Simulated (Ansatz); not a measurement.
# CH5FSeSi: rotation by 120° about the C2–Si3 bond, part 2 of 2

How high is the barrier for the rotation by 120° about the C2–Si3 bond? Relax the two ends, then run a nudged elastic band between them. SMILES of the start: FC([SiH3])[SeH].

Ansatz 0.2.0; RKS BHLYP/def2-mTZVP.

### 5 Images and barrier

Images 0 and 6 are the ends. Energies count from image 0; the path length is the program's own measure over all atoms.

| image | path (Å) | energy (eV) | dihedral Se4–C2–Si3–H8 (°) | band force (eV/Å) |
| --- | --- | --- | --- | --- |
| 0 | 0.000 | 0.0000 | 55 | - |
| 1 | 0.667 | 0.0244 | 36 | 0.002 |
| 2 | 1.334 | 0.0763 | 16 | 0.006 |
| 3* | 2.001 | 0.1016 | -5 | 0.009 |
| 4 | 2.698 | 0.0751 | -26 | 0.010 |
| 5 | 3.395 | 0.0249 | -46 | 0.005 |
| 6 | 4.093 | 0.0000 | -65 | - |

The star marks the climbing image.

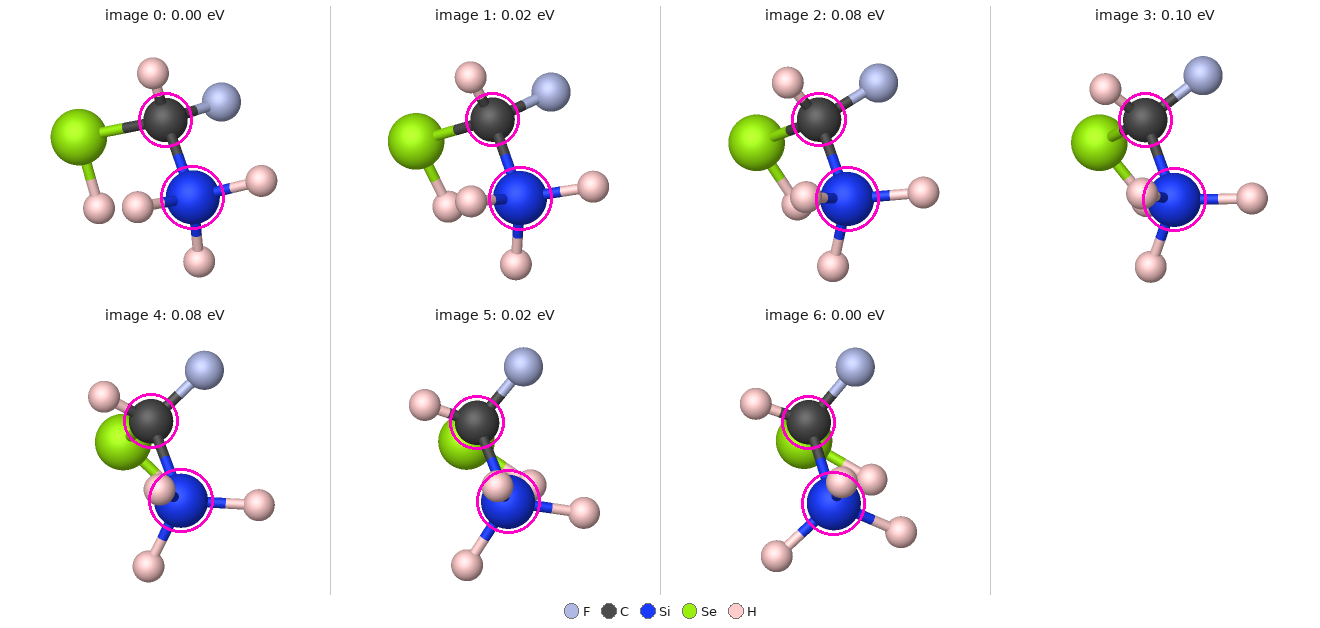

The images of the last band, seen from a free direction. Ringed: C2, Si3. Sticks join atoms closer than a bonding distance in each image.

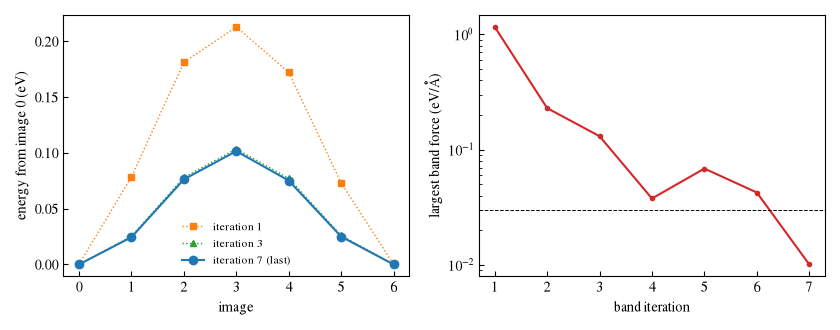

Left: energy of each image for early iterations and the last one (lines only join the points; early values far above the last band run off the scale). Right: the largest band force by iteration, with the threshold dashed.

The top of the band by iteration:

| iteration | highest image above image 0 (eV) | largest band force (eV/Å) |
| --- | --- | --- |
| 1 | 0.2130 | 1.163 |
| 2 | 0.1140 | 0.229 |
| 3 | 0.1035 | 0.131 |
| 4 | 0.1026 | 0.038 |
| 5 | 0.1020 | 0.069 |
| 6 | 0.1017 | 0.042 |
| 7 | 0.1016 | 0.010 |

Positions of all images (Å):

```xyz
9
image=0 dE=0.0000
F    -0.522    0.266   -1.827
C    -0.111    0.680   -0.571
Si    0.817   -0.735    0.291
Se   -1.602    1.384    0.464
H     0.531    1.542   -0.711
H     1.441   -0.204    1.511
H     1.850   -1.259   -0.616
H    -0.143   -1.797    0.628
H    -2.172    0.077    0.812
9
image=1 dE=0.0244
F    -0.285    0.426   -1.855
C    -0.084    0.721   -0.518
Si    0.821   -0.714    0.345
Se   -1.753    1.230    0.346
H     0.509    1.627   -0.475
H     1.612   -0.151    1.450
H     1.707   -1.372   -0.627
H    -0.154   -1.681    0.870
H    -2.284   -0.133    0.447
9
image=2 dE=0.0763
F    -0.027    0.600   -1.833
C    -0.073    0.763   -0.459
Si    0.817   -0.693    0.402
Se   -1.896    1.078    0.146
H     0.428    1.696   -0.235
H     1.770   -0.140    1.378
H     1.533   -1.467   -0.621
H    -0.148   -1.556    1.098
H    -2.315   -0.327    0.107
9
image=3 dE=0.1016
F     0.217    0.784   -1.748
C    -0.075    0.801   -0.393
Si    0.805   -0.671    0.456
Se   -1.994    0.925   -0.092
H     0.297    1.742   -0.008
H     1.905   -0.152    1.286
H     1.337   -1.547   -0.597
H    -0.130   -1.420    1.307
H    -2.274   -0.509   -0.228
9
image=4 dE=0.0751
F     0.420    0.975   -1.602
C    -0.089    0.834   -0.319
Si    0.783   -0.649    0.507
Se   -2.033    0.770   -0.334
H     0.128    1.757    0.203
H     2.015   -0.177    1.161
H     1.111   -1.617   -0.548
H    -0.094   -1.269    1.509
H    -2.153   -0.669   -0.595
9
image=5 dE=0.0249
F     0.550    1.160   -1.425
C    -0.114    0.856   -0.246
Si    0.755   -0.632    0.557
Se   -2.022    0.622   -0.546
H    -0.061    1.737    0.381
H     2.089   -0.217    1.022
H     0.878   -1.684   -0.462
H    -0.040   -1.114    1.694
H    -1.945   -0.774   -0.992
9
image=6 dE=0.0000
F     0.605    1.136   -1.429
C    -0.105    0.845   -0.276
Si    0.723   -0.604    0.630
Se   -1.990    0.546   -0.665
H    -0.109    1.740    0.334
H     2.162   -0.328    0.771
H     0.519   -1.832   -0.153
H     0.104   -0.736    1.957
H    -1.820   -0.814   -1.187
```

### 6 Frequencies at the highest image

The geometry is the highest inner image of the first converged band.

Input file input.yaml:

```yaml
crystal:
  periodic: [false, false, false]
  atoms:
    - { symbol: F, position_ang: [0.217141, 0.783974, -1.747804] }
    - { symbol: C, position_ang: [-0.075108, 0.801264, -0.393254] }
    - { symbol: Si, position_ang: [0.804969, -0.671132, 0.456055] }
    - { symbol: Se, position_ang: [-1.993678, 0.924733, -0.091917] }
    - { symbol: H, position_ang: [0.297341, 1.741884, -0.008245] }
    - { symbol: H, position_ang: [1.904934, -0.151704, 1.285949] }
    - { symbol: H, position_ang: [1.337472, -1.546854, -0.5969] }
    - { symbol: H, position_ang: [-0.130307, -1.419869, 1.306543] }
    - { symbol: H, position_ang: [-2.274364, -0.508699, -0.227627] }
basis:
  gaussian: { orbitals: def2-mTZVP }
hamiltonian:
  xc: { name: BHLYP }
phonons: {}
```

Started as:

```console
$ ansatz run input.yaml --threads 2 --pin off --max-ram 3072MiB --backend cpu --events-out ev --progress --plain --runs-dir out
```

Output, shortened:

```text
Warning: RAYON_NUM_THREADS=2 ignored (pool sized by the plan → 2); use --threads N
[...]
Functional definition: BHLYP
[...]
1097 factors; integrals over basis functions are off by at most 5.7e-4 eV
[...]
mean field -77061.05068315 eV, -2831.9413787494 hartree, gradient 4.1e-5 eV, S^2 0.000000; 0 other end points of the search recorded, 0 dependent functions left out
[...]
reference -77061.05085654 eV, -2831.9413851215 hartree; 34, 34 occupied and 77, 77 virtual orbitals, 1097 factors
[...]
1097 factors; integrals over basis functions are off by at most 5.7e-4 eV
mean field -77061.05066764 eV, -2831.9413781795 hartree, gradient 1.9e-6 eV, S^2 0.000000; 0 other end points of the search recorded, 0 dependent functions left out
[...]
reference -77061.05084102 eV, -2831.9413845512 hartree; 34, 34 occupied and 77, 77 virtual orbitals, 1097 factors
[...]
1097 factors; integrals over basis functions are off by at most 5.7e-4 eV
[...]
WARN: phonons: modes at or below zero, which the zero-point energy, F, S and C_V leave out: 1, the lowest at -146.00 cm⁻¹. A minimum has none, and a first-order saddle one
[...]
Total energy: -77061.05085654 eV, -2831.9413851215 hartree
Atom 0 at     0.217141     0.783974    -1.747804 Å, force     0.000946     0.001861    -0.001588 eV/Å
Atom 1 at    -0.075108     0.801264    -0.393254 Å, force     0.003439    -0.009305     0.004575 eV/Å
Atom 2 at     0.804969    -0.671132     0.456055 Å, force    -0.002361     0.002184    -0.001903 eV/Å
Atom 3 at    -1.993678     0.924733    -0.091917 Å, force    -0.003277     0.000847     0.000185 eV/Å
Atom 4 at     0.297341     1.741884    -0.008245 Å, force     0.000353     0.004217    -0.001280 eV/Å
Atom 5 at     1.904934    -0.151704     1.285949 Å, force     0.000249     0.000069    -0.000151 eV/Å
Atom 6 at     1.337472    -1.546854    -0.596900 Å, force    -0.000009    -0.000057    -0.000051 eV/Å
Atom 7 at    -0.130307    -1.419869     1.306543 Å, force     0.000242     0.000013     0.000268 eV/Å
Atom 8 at    -2.274364    -0.508699    -0.227627 Å, force     0.000419     0.000172    -0.000054 eV/Å
Dipole moment:     0.087118    -0.122831     0.336362 e Å
Vibrations: -146.00 184.25 242.03 297.82 334.73 497.02 663.95 697.25 806.21 881.17 974.02 985.60 997.66 1062.13 1242.63 1391.21 2307.98 2325.15 2327.71 2443.21 3173.11 cm⁻¹, zero-point energy 1.477571 eV
```

Wall time 90 s (2 threads of Intel Xeon Platinum 8488C (Sapphire Rapids), shared host); peak memory 0.27 GiB.

Of 21 modes, 1 is imaginary by more than 30 cm⁻¹ (146i cm⁻¹).

### 7 The band again, with other settings

crystal.atoms is end A as relaxed above, and neb.final_atoms is end B, turned to lie on A. With 5 inner images the band has 7 in all.

Input file input.yaml:

```yaml
crystal:
  periodic: [false, false, false]
  atoms:
    - { symbol: F, position_ang: [-0.522034, 0.266265, -1.826821] }
    - { symbol: C, position_ang: [-0.110782, 0.679719, -0.570733] }
    - { symbol: Si, position_ang: [0.816847, -0.735339, 0.29122] }
    - { symbol: Se, position_ang: [-1.602167, 1.383919, 0.464084] }
    - { symbol: H, position_ang: [0.530862, 1.541604, -0.710729] }
    - { symbol: H, position_ang: [1.440715, -0.20413, 1.511451] }
    - { symbol: H, position_ang: [1.85043, -1.258996, -0.616135] }
    - { symbol: H, position_ang: [-0.143276, -1.796884, 0.628193] }
    - { symbol: H, position_ang: [-2.172194, 0.077441, 0.81227] }
basis:
  gaussian: { orbitals: def2-mTZVP }
hamiltonian:
  xc: { name: BHLYP }
neb:
  order_check: false
  images: 5
  f_tol: 0.03
  max_iterations: 60
  initial_path: idpp
  spring: { min: 2.0, max: 10.0 }
  final_atoms:
    - { symbol: F, position_ang: [0.10748777, 0.88744391, -1.70073186] }
    - { symbol: C, position_ang: [-0.07320431, 0.82940677, -0.32875515] }
    - { symbol: Si, position_ang: [0.8190161, -0.69625341, 0.36516678] }
    - { symbol: Se, position_ang: [-1.96258236, 0.90719751, 0.13692616] }
    - { symbol: H, position_ang: [0.32962176, 1.7450169, 0.08723772] }
    - { symbol: H, position_ang: [2.20138462, -0.71899899, -0.13842013] }
    - { symbol: H, position_ang: [0.10274957, -1.90366912, -0.07222641] }
    - { symbol: H, position_ang: [0.81940346, -0.60598237, 1.83231764] }
    - { symbol: H, position_ang: [-2.2554756, -0.4905622, -0.19871475] }
```

Started as:

```console
$ ansatz run input.yaml --threads 2 --pin off --max-ram 3072MiB --backend cpu --events-out ev --progress --plain --runs-dir out
```

Output, shortened:

```text
Warning: RAYON_NUM_THREADS=2 ignored (pool sized by the plan → 2); use --threads N
[...]
[... 1 set-up line as earlier in the session ...]
[...]
1097 factors; integrals over basis functions are off by at most 6.5e-4 eV
[...]
mean field -77061.15226497 eV, -2831.9451118126 hartree, gradient 4.4e-5 eV, S^2 0.000000; 0 other end points of the search recorded, 0 dependent functions left out
[...]
reference -77061.15243934 eV, -2831.9451182205 hartree; 34, 34 occupied and 77, 77 virtual orbitals, 1097 factors
1097 factors; integrals over basis functions are off by at most 7.1e-4 eV
[...]
mean field -77061.15229705 eV, -2831.9451129913 hartree, gradient 4.8e-5 eV, S^2 0.000000; 0 other end points of the search recorded, 0 dependent functions left out
[...]
reference -77061.15247311 eV, -2831.9451194615 hartree; 34, 34 occupied and 77, 77 virtual orbitals, 1097 factors
[...]
Total energy: -77061.05084908 eV, -2831.9413848474 hartree
Atom 0 at     0.215033     0.782612    -1.748535 Å, force     0.002045     0.001602    -0.005113 eV/Å
Atom 1 at    -0.074959     0.800872    -0.393721 Å, force    -0.001266    -0.005392     0.009393 eV/Å
Atom 2 at     0.805120    -0.671173     0.455974 Å, force    -0.000137     0.000009    -0.000809 eV/Å
Atom 3 at    -1.993234     0.925555    -0.089378 Å, force    -0.000199     0.000013    -0.001335 eV/Å
Atom 4 at     0.298379     1.741605    -0.009655 Å, force     0.000312     0.002463    -0.002500 eV/Å
Atom 5 at     1.903415    -0.151111     1.287724 Å, force    -0.000266     0.000192    -0.000082 eV/Å
Atom 6 at     1.340163    -1.546174    -0.596341 Å, force    -0.000129     0.000698    -0.000356 eV/Å
Atom 7 at    -0.130600    -1.421181     1.304841 Å, force    -0.000042    -0.000154    -0.000178 eV/Å
Atom 8 at    -2.274917    -0.507407    -0.228107 Å, force    -0.000318     0.000568     0.000980 eV/Å
Dipole moment:     0.087464    -0.122487     0.335628 e Å
this run last wrote the band of iteration 7 to <dir>
```

It took 98 s on 2 threads of Intel Xeon Platinum 8488C (Sapphire Rapids), shared host; peak memory 0.28 GiB.

### 8 Images and barrier

The 5 inner images lie between the fixed ends 0 and 6. Energy is taken from image 0, and the path length is the program's own coordinate along the band.

| image | path (Å) | energy (eV) | dihedral Se4–C2–Si3–H8 (°) | band force (eV/Å) |
| --- | --- | --- | --- | --- |
| 0 | 0.000 | 0.0000 | 55 | - |
| 1 | 0.920 | 0.0440 | 29 | 0.001 |
| 2 | 1.491 | 0.0865 | 11 | 0.006 |
| 3* | 1.994 | 0.1016 | -5 | 0.009 |
| 4 | 2.522 | 0.0859 | -21 | 0.008 |
| 5 | 3.124 | 0.0440 | -39 | 0.011 |
| 6 | 4.090 | 0.0000 | -65 | - |

The star marks the climbing image.

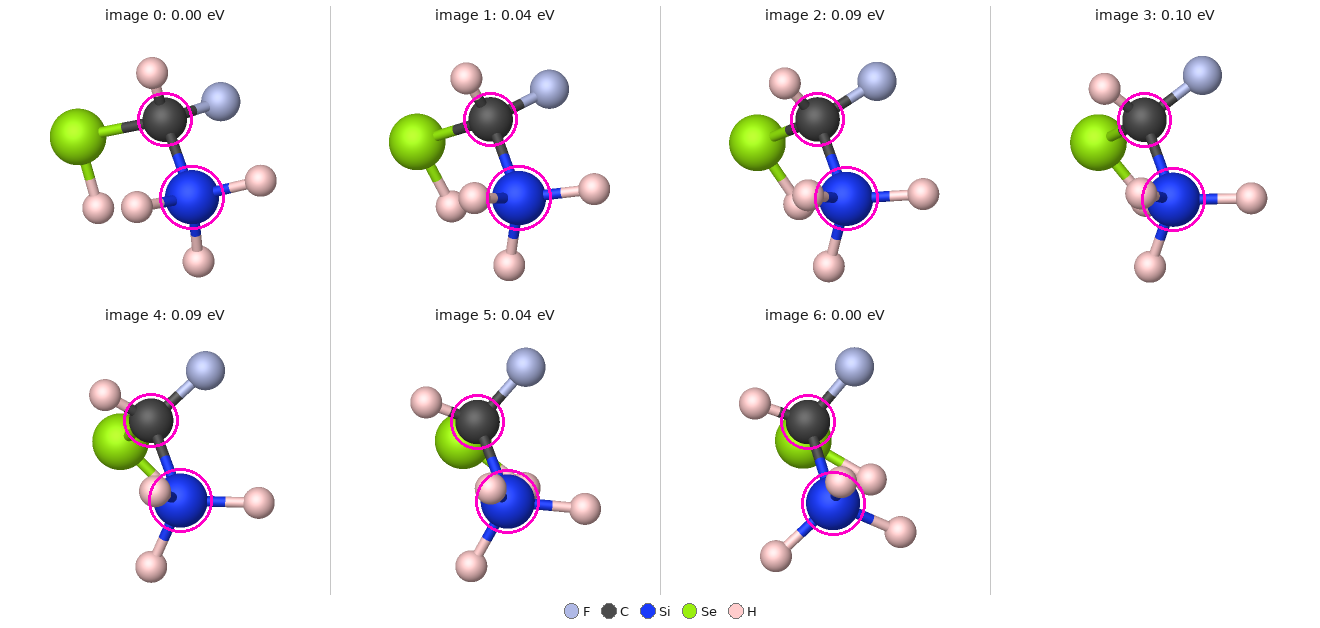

Snapshots along the band, viewed from a free direction. Ringed: C2, Si3. Sticks join atoms closer than a bonding distance in each image.

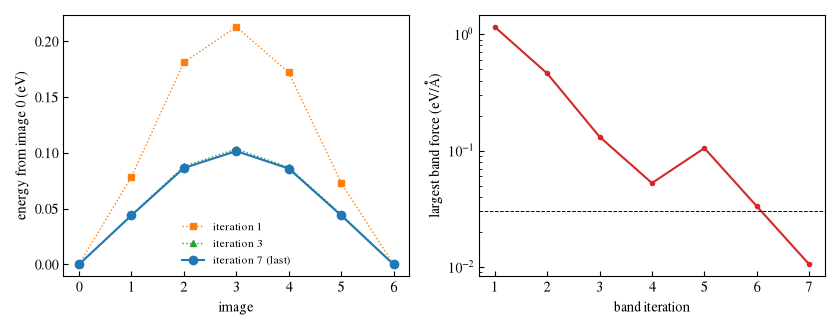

Left: energy of each image for early iterations and the last one (lines only join the points; early values far above the last band run off the scale). Right: the largest band force by iteration, with the threshold dashed.

### 9 Outcome

This closing draws on all 2 parts.

```
                                quantity                                                     value
                                   end A                                   6 moves, 0.334 eV lower
                                   end B                                   7 moves, 0.332 eV lower
            first band: barrier forwards                                                  0.102 eV
           first band: barrier backwards                                                  0.102 eV
first band: second end relative to first                                                  0.000 eV
               first band: highest image                                     3 of 0 to 6, climbing
             first band: band iterations                                                         7
              imaginary modes at the top                                                 146i cm⁻¹
                             second band  top 0.102 eV above image 0, 7 iterations, 5 inner images
             time, first and second band                                             95 s and 98 s
```

**Reading.** In the first band: the top lies 0.10 eV above the first end, or 4 kT at room temperature; with a typical attempt rate of 10^13 per second that is roughly 10^11 events a second. The two ends lie within 1 meV of each other. The listed dihedral goes from 55° at end A through -5° at the highest image to -65° at end B. One imaginary mode, as a first-order saddle point has. The second band's top agrees with the first's to 1 meV, so the changed settings hardly move the height. Zero-point energy and entropy are left out.
